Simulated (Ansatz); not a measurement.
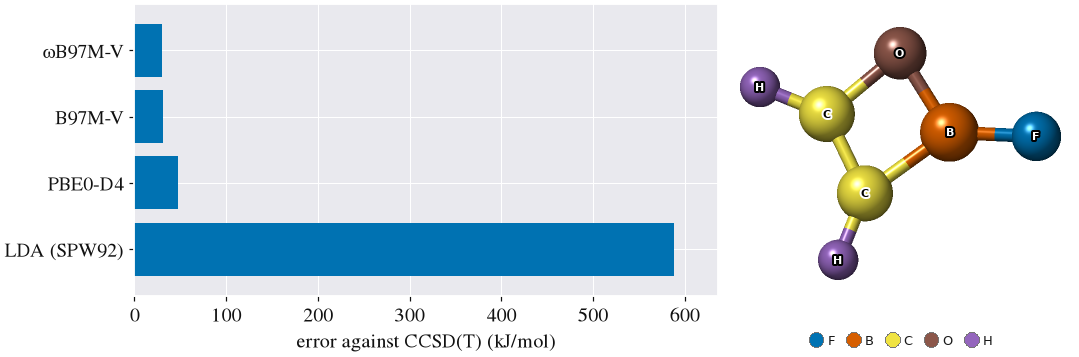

Error in the electronic atomisation energy (method less reference, so positive means overbinding) of C₂H₂BFO, SMILES FB1C=CO1: functionals in def2-TZVPP against frozen-core CCSD(T) at the limit (MP2 extrapolated from triple and quadruple zeta, plus CCSD(T) less MP2 in a smaller set), which gives 3248.0 kJ/mol, at a PBE0-D4/def2-TZVP geometry (a minimum by its frequencies), no zero-point or spin-orbit term, the Ansatz code 0.2.0. The reference leaves out core correlation, a term that grows with the number of heavy atoms.

Question: Which of these levels overbind, and which underbind?

Answer: Overbind: ωB97M-V, B97M-V, PBE0-D4 and LDA (SPW92). Underbind: none clearly.

Question: Give the values.

Answer:
| level | kJ/mol |
| --- | --- |
| ωB97M-V | 30.1 |
| B97M-V | 31.1 |
| PBE0-D4 | 47.9 |
| LDA (SPW92) | 588.9 |
